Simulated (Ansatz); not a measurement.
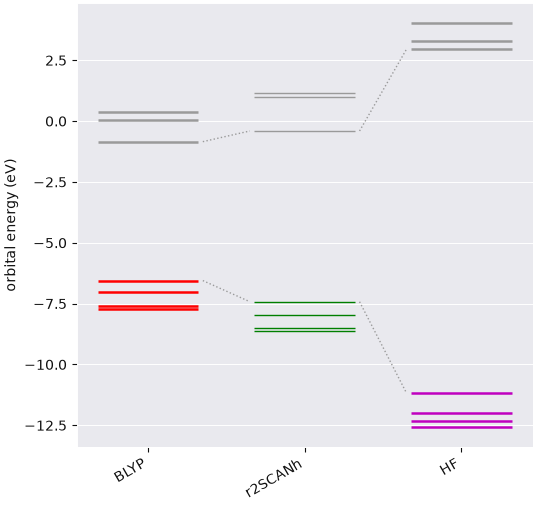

Frontier orbital energies of CH₇BFNSi, SMILES C[SiH2]B(N)F at one geometry, def2-TZVPP, the Ansatz code, at a PBE0-D4/def2-TZVP geometry (a minimum by its frequencies). Empty levels are grey, levels within 0.1 eV stand side by side; all columns show the same few orbitals around the gap. Dotted lines join the HOMOs and the LUMOs.

**How do the frontier levels move from column to column?**

The separation grows from 5.71 eV (BLYP) to 14.14 eV (HF).

```csv
level,HOMO (eV),LUMO (eV),separation (eV)
BLYP,−6.55,−0.84,5.71
r2SCANh,−7.42,−0.41,7.02
HF,−11.18,2.96,14.14
```

Limits of at least one run: empty levels above zero depend strongly on the basis; one conformer of a flexible molecule.
